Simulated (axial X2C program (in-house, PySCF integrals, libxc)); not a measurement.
# All-electron X2C curves of TaN

What are the state, bond length, wavenumber and bond energy of TaN, and what does spin–orbit coupling change?

The runs use an in-house X2C program for linear molecules on PySCF integrals; all-electron X2C, Ta dyall-cv3z, N dyall-av3z.

All values are calculated.

**1. The job**

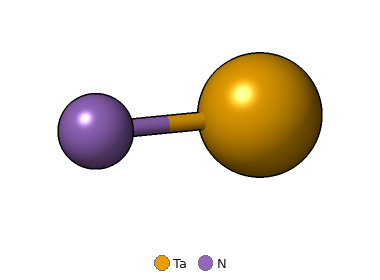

The two atoms at 1.860 Å (tantalum amber, nitrogen purple).

The input, task.json:

```json
{
 "zs": [
  73,
  7
 ],
 "q": 0,
 "bas": [
  "dyall-cv3z",
  "dyall-av3z"
 ],
 "levels": [
  "PBE0",
  "HF",
  "BHandHLYP"
 ],
 "cc": true,
 "r0": 1.86,
 "thr": -2.0,
 "nmax": 110,
 "npts": 10,
 "nst": 2,
 "ntry": 8
}
```

Keys: zs atomic numbers; q charge; bas basis sets; levels methods (HF also brings MP2); cc coupled cluster on or off; r0 starting distance in Å; thr threshold in hartree for freezing inner shells (an s shell follows its p shell); nmax most natural virtual spinors; npts points asked for on the curve; nst determinants followed; ntry starts of the search.

Started as:

```console
$ python so2c.py task.json out
```

Spin-free means the one-electron spin-free X2C Hamiltonian; two-component (2c) means X2C with spin–orbit coupling and atomic mean-field two-electron Coulomb and Gaunt terms. Basis: Ta dyall-cv3z contracted to [13s14p9d7f4g], N dyall-av3z contracted to [7s7p3d2f]; Gaussian nuclei, density fitting. Masses: Ta 180.948 u, N 14.003 u.

Notation: σ, π±, δ± give the projection m of an orbital's angular momentum (0, ±1, ±2), α and β its spin, Λ and M_S the sums; ω is the projection of a spinor's total angular momentum and Ω the sum. Logs are in hartree.

The results follow Hamiltonian by Hamiltonian and level by level.

**2. Which state to follow**

PBE0 moves the distance from 1.860 Å to 1.674 Å and compares determinants there.

Spin-free determinants:

```tsv
ΔE (eV)	state	open shells
0.00	M_S = 0, Λ = 0	closed shell
0.25	M_S = 1, Λ = 2	beyond closed shells: σα, δ+α
0.92	M_S = 0, Λ = 2	beyond closed shells: σα, δ+β
2.20	M_S = 1, Λ = 1	beyond closed shells: σα, π+α
2.69	M_S = 2, Λ = 1	beyond closed shells: σα, π+α, π+β, π-α, δ+α, δ-α
2.82	M_S = 0, Λ = 1	beyond closed shells: σα, π+β
2.87	M_S = 1, Λ = 1	beyond closed shells: σα, π+α, π+β, π-β, δ+α, δ-α
```

Two-component determinants:

```tsv
ΔE (eV)	state	open shells
0.00	Ω = 0	closed shell
0.04	Ω = 1	excess of +ω over −ω: ω = -1/2, ω = 3/2
0.44	Ω = 3	excess of +ω over −ω: ω = 1/2, ω = 5/2
0.69	Ω = 2	excess of +ω over −ω: ω = 1/2, ω = 3/2
1.12	Ω = 2	excess of +ω over −ω: ω = -1/2, ω = 5/2
1.89	Ω = 1	excess of +ω over −ω: ω = -3/2, ω = 5/2
2.34	Ω = 2	excess of +ω over −ω: 2 × ω = 1/2, ω = -3/2, ω = 5/2
```

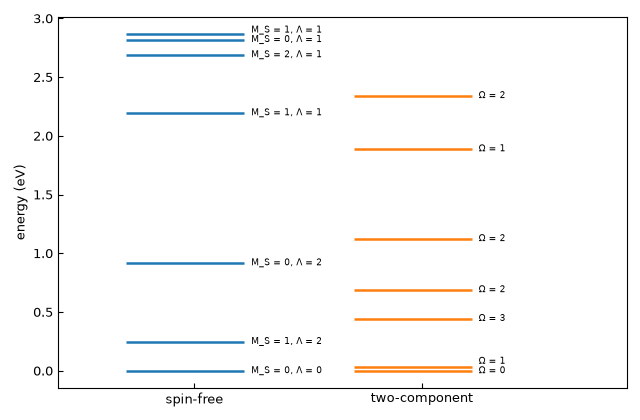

The determinants found, each set from its own lowest.

**3. PBE0, spin-free**

State followed: M_S = 0, Λ = 0 (closed shell). The scan is laid around 1.663 Å, a first estimate of the minimum, and this SCF restarts from the orbitals of the search.

The SCF at the reference distance of 1.663 Å:

```text
spin-free X2C-1e  PBE0
basis functions 242  fitting functions 1195  grid points 5075
iter        total energy     max residual
   1     -15654.851439133     4.80e+01
   2     -15659.947758881     5.17e-02
   3     -15659.598105148     1.77e-01
   4     -15659.959922893     3.83e-02
   5     -15659.986240656     3.38e-03
   6     -15659.986530469     2.48e-03
   7     -15659.986621663     4.37e-04
   8     -15659.986623664     2.07e-04
   9     -15659.986624281     1.84e-05
  10     -15659.986624291     7.01e-06
  11     -15659.986624291     7.38e-07
converged
one-electron -21812.08664011  Coulomb 6316.84122234  exact exchange -80.49493843  xc functional -246.84972857  nuclear repulsion 162.60346048
```

Along the bond, energies from the lowest point:

| R (Å) | E (eV) | μ (D) | HOMO (eV) | LUMO (eV) | iterations |
| --- | --- | --- | --- | --- | --- |
| 1.447 | 2.0934 | -1.92 | -5.84 | -3.08 | 13 |
| 1.513 | 0.8889 | -2.49 | -6.01 | -3.17 | 13 |
| 1.563 | 0.3579 | -2.88 | -6.13 | -3.24 | 13 |
| 1.613 | 0.0783 | -3.22 | -6.23 | -3.31 | 13 |
| 1.663 | 0.0000 | -3.52 | -6.32 | -3.38 | 11 |
| 1.721 | 0.1077 | -3.84 | -6.41 | -3.46 | 14 |
| 1.779 | 0.3784 | -4.11 | -6.48 | -3.53 | 14 |
| 1.854 | 0.8968 | -4.41 | -6.55 | -3.62 | 14 |
| 1.946 | 1.6979 | -4.71 | -6.60 | -3.72 | 15 |
| 2.079 | 3.0183 | -5.04 | -6.64 | -3.84 | 15 |

Dipoles are positive if N is the positive end.

Outer orbitals at the reference distance:

| symmetry | occupied | ε (eV) | atomic character |
| --- | --- | --- | --- |
| φ-α | yes | -30.33 | 100% Ta f |
| φ+α | yes | -30.33 | 100% Ta f |
| δ+α | yes | -29.97 | 100% Ta f |
| δ-α | yes | -29.97 | 100% Ta f |
| σα | yes | -29.77 | 99% Ta f |
| π-α | yes | -29.77 | 100% Ta f |
| π+α | yes | -29.77 | 100% Ta f |
| σα | yes | -19.27 | 60% N s, 18% Ta d, 9% Ta p |
| π+α | yes | -8.67 | 53% N p, 40% Ta d, 2% Ta f |
| π-α | yes | -8.67 | 53% N p, 40% Ta d, 2% Ta f |
| σα | yes | -8.19 | 54% N p, 30% Ta d, 7% N s |
| σα | yes | -6.32 | 56% Ta s, 16% N p, 12% Ta d |
| δ-α | no | -3.38 | 95% Ta d, 3% N d |
| δ+α | no | -3.38 | 95% Ta d, 3% N d |
| π-α | no | -1.86 | 58% Ta p, 25% Ta d, 14% N p |
| π+α | no | -1.86 | 58% Ta p, 25% Ta d, 14% N p |

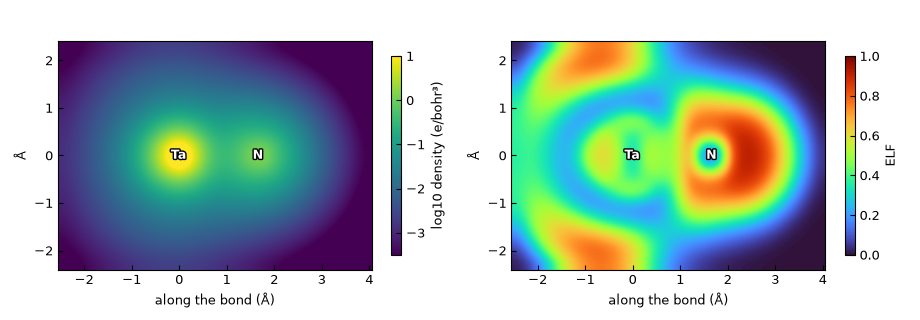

PBE0 fields in a plane through the axis, from a grid of 0.3 Å; Ta lies at z = 0 and N at z = 1.663 Å; the ELF is damped to zero where the density is low.

Re = 1.661 Å, ωe = 1162 cm⁻¹, ωexe = 3.28 cm⁻¹, Be = 0.4704 cm⁻¹, De = 6.45 eV, μ = -3.51 D.

**4. HF, spin-free**

Output at 1.663 Å:

```text
spin-free X2C-1e  HF
basis functions 242  fitting functions 1195  grid points 5075
iter        total energy     max residual
   1     -15654.621711002     6.79e-01
   2     -15654.668126879     2.33e-02
   3     -15654.668443724     2.48e-02
   4     -15654.671995634     1.65e-03
   5     -15654.672095109     1.46e-03
   6     -15654.672135295     5.95e-04
   7     -15654.672156721     4.04e-04
   8     -15654.672161765     1.14e-04
   9     -15654.672163503     7.07e-05
  10     -15654.672163826     2.20e-05
  11     -15654.672163874     9.06e-06
  12     -15654.672163878     2.71e-06
  13     -15654.672163879     3.73e-07
converged
one-electron -21812.40963035  Coulomb 6317.32186511  exact exchange -322.18785911  xc functional 0.00000000  nuclear repulsion 162.60346048
```

Re = 1.636 Å, ωe = 1240 cm⁻¹, ωexe = 2.78 cm⁻¹, Be = 0.4848 cm⁻¹, De = 1.28 eV, μ = -3.86 D.

**5. BHandHLYP, spin-free**

Output at 1.663 Å:

```text
spin-free X2C-1e  BHandHLYP
basis functions 242  fitting functions 1195  grid points 5075
iter        total energy     max residual
   1     -15660.023558776     2.45e-01
   2     -15660.026780404     1.08e-02
   3     -15660.020668880     2.47e-02
   4     -15660.027354176     8.72e-03
   5     -15660.028297470     1.17e-03
   6     -15660.028318194     1.89e-04
   7     -15660.028319021     6.37e-05
   8     -15660.028319187     1.47e-05
   9     -15660.028319210     7.40e-06
  10     -15660.028319212     2.19e-06
converged
one-electron -21812.59461714  Coulomb 6317.40613956  exact exchange -161.03099280  xc functional -166.41230931  nuclear repulsion 162.60346048
```

Re = 1.652 Å, ωe = 1192 cm⁻¹, ωexe = 3.1 cm⁻¹, Be = 0.4755 cm⁻¹, De = 5.34 eV, μ = -3.76 D.

**6. Correlated methods, spin-free**

Correlated methods: 18 electrons correlated (frozen shells, counted by type: Ta 4 s, 3 p, 2 d, 1 f; N 1 s), 316 virtual spinors in MP2, 108 natural virtuals in coupled cluster.

Output of the correlated part at 1.663 Å:

```text
correlated 18  virtual 316  natural virtual 108  E(MP2) -0.649784133  MP2 remainder -0.045789131
iter   CCSD correlation   residual
   1     -0.519237835   3.60e-01
   2     -0.556839588   2.31e-01
   3     -0.562598420   5.06e-02
   4     -0.563840029   2.60e-02
   5     -0.564083967   9.85e-03
   6     -0.564144730   3.89e-03
   7     -0.564097213   1.49e-03
   8     -0.564113864   4.88e-04
   9     -0.564125845   1.84e-04
  10     -0.564115854   7.59e-05
  11     -0.564118163   3.50e-05
  12     -0.564117800   1.10e-05
  13     -0.564117546   3.45e-06
  14     -0.564117562   1.62e-06
(T) -0.036019761  T1 0.0382  D1 0.0801  max T2 0.097
```

T1 in the output is the amplitude norm over the root of the electron number; divide by √2 for the Lee–Taylor value.

MP2: Re = 1.717 Å, ωe = 999 cm⁻¹, Be = 0.44 cm⁻¹, De = 7.68 eV.

CCSD: Re = 1.675 Å, ωe = 1131 cm⁻¹, ωexe = 3.32 cm⁻¹, Be = 0.4623 cm⁻¹, De = 5.84 eV. T1 at Re = 0.028 (Lee–Taylor, the printed value over √2).

CCSD(T): Re = 1.693 Å, ωe = 1074 cm⁻¹, ωexe = 3.61 cm⁻¹, Be = 0.4524 cm⁻¹, De = 6.44 eV. T1 at Re = 0.028 (Lee–Taylor, the printed value over √2).

**7. A higher determinant, spin-free**

State: M_S = 1, Λ = 2 (beyond closed shells: σα, δ+α).

Output at the reference distance:

```text
spin-free X2C-1e  PBE0
basis functions 242  fitting functions 1195  grid points 5075
iter        total energy     max residual
   1     -15655.052431811     4.82e+01
   2     -15659.937481761     5.34e-02
   3     -15659.574318395     1.86e-01
   4     -15659.951993468     3.75e-02
   5     -15659.976860475     3.16e-03
   6     -15659.977080837     2.42e-03
   7     -15659.977185655     4.14e-04
   8     -15659.977189951     2.87e-04
   9     -15659.977191418     6.53e-05
  10     -15659.977191679     2.74e-05
  11     -15659.977191733     1.45e-05
  12     -15659.977191747     5.15e-06
  13     -15659.977191749     2.37e-06
  14     -15659.977191749     8.49e-07
converged
one-electron -21817.31875634  Coulomb 6322.22087702  exact exchange -80.53515215  xc functional -246.94762076  nuclear repulsion 162.60346048
```

| R (Å) | E above the lowest PBE0 point (eV) |
| --- | --- |
| 1.447 | 2.390 |
| 1.513 | 1.202 |
| 1.563 | 0.664 |
| 1.613 | 0.365 |
| 1.663 | 0.257 |
| 1.721 | 0.317 |
| 1.779 | 0.530 |
| 1.854 | 0.954 |
| 1.946 | 1.589 |

Re = 1.672 Å, ωe = 1096 cm⁻¹, Be = 0.4637 cm⁻¹, μ = -4.88 D. Te = 0.25 eV. As a difference of two determinants it need not be a gap between pure terms.

**8. The spin-free curves together**

Energy (eV) of the followed determinant, spin-free, from each level's lowest point:

| R (Å) | PBE0 | HF | MP2 | CCSD | CCSD(T) | BHandHLYP |
| --- | --- | --- | --- | --- | --- | --- |
| 1.447 | 2.093 | 1.731 | 2.842 | n/a | n/a | 1.973 |
| 1.513 | 0.889 | 0.643 | 1.430 | 1.034 | 1.187 | 0.805 |
| 1.563 | 0.358 | 0.196 | 0.744 | 0.453 | 0.559 | 0.301 |
| 1.613 | 0.078 | 0.000 | 0.310 | 0.125 | 0.182 | 0.049 |
| 1.663 | 0.000 | 0.007 | 0.076 | 0.000 | 0.006 | 0.000 |
| 1.721 | 0.108 | 0.218 | 0.000 | 0.056 | 0.000 | 0.143 |
| 1.779 | 0.378 | 0.597 | 0.083 | 0.278 | 0.157 | 0.452 |
| 1.854 | 0.897 | 1.261 | 0.352 | 0.737 | 0.530 | 1.023 |
| 1.946 | 1.698 | 2.253 | 0.837 | n/a | n/a | 1.892 |
| 2.079 | 3.018 | 3.861 | 1.706 | n/a | n/a | 3.319 |

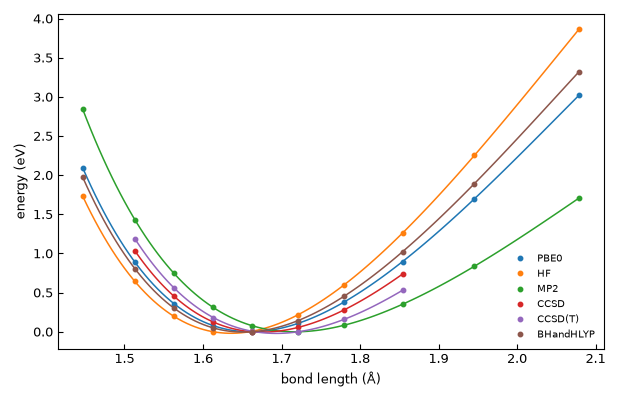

Curves of the followed state, spin-free, each from its own lowest point.

[end of part 1 of 2]
